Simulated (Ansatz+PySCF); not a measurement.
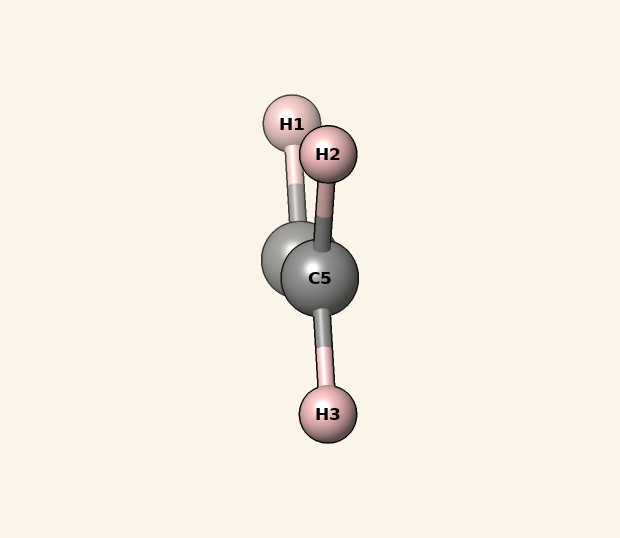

Source: calculation with Ansatz+PySCF.

C4 lies behind C5. The molecule seen nearly along the C5–C4 bond, C5 in front. Distant atoms are faded towards the background colour. State: neutral, doublet. Geometry: a fixed input geometry, not necessarily a minimum.

Q: What is the torsion angle H2–C5–C4–H1? The sign is positive where the front bond must turn clockwise to cover the back bond.

A: 0°, synperiplanar (eclipsed).
